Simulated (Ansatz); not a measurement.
# GaN, response to strain

The parent structure is GaN in the wurtzite structure (space group P6_3mc, No. 186).

```xyz
4
Lattice="3.1518 0.0000 0.0000 -1.5759 2.7295 0.0000 0.0000 0.0000 5.1383" Properties=species:S:1:pos:R:3 pbc="T T T"
Ga     0.0000     1.8197     0.0015
Ga     1.5759     0.9098     2.5707
N      0.0000     1.8197     1.9356
N      1.5759     0.9098     4.5048
```

Cartesian axes are those of the cell as printed.

Strains are applied to the cell and any free atomic positions relax; under biaxial strain the out-of-plane vector relaxes too.

The values are results of LDA (Ansatz, an electronic-structure program; PAW; 420 eV plane waves; scalar-relativistic without spin-orbit coupling), not measurements.

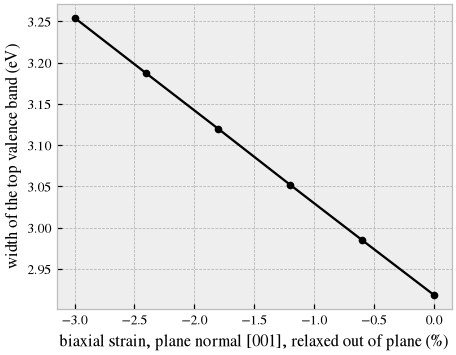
Width of the top valence band against biaxial strain, plane normal [001], relaxed out of plane

```json
[
 {"biaxial strain, plane normal [001], relaxed out of plane (%)": "-3", "width of the top valence band": "3.25 eV"},
 {"biaxial strain, plane normal [001], relaxed out of plane (%)": "-2.4", "width of the top valence band": "3.19 eV"},
 {"biaxial strain, plane normal [001], relaxed out of plane (%)": "-1.8", "width of the top valence band": "3.12 eV"},
 {"biaxial strain, plane normal [001], relaxed out of plane (%)": "-1.2", "width of the top valence band": "3.05 eV"},
 {"biaxial strain, plane normal [001], relaxed out of plane (%)": "-0.6", "width of the top valence band": "2.99 eV"}
]
```

The levels and masses belong to the bands next to the band gap. Whether these cells are dynamically stable was not tested.
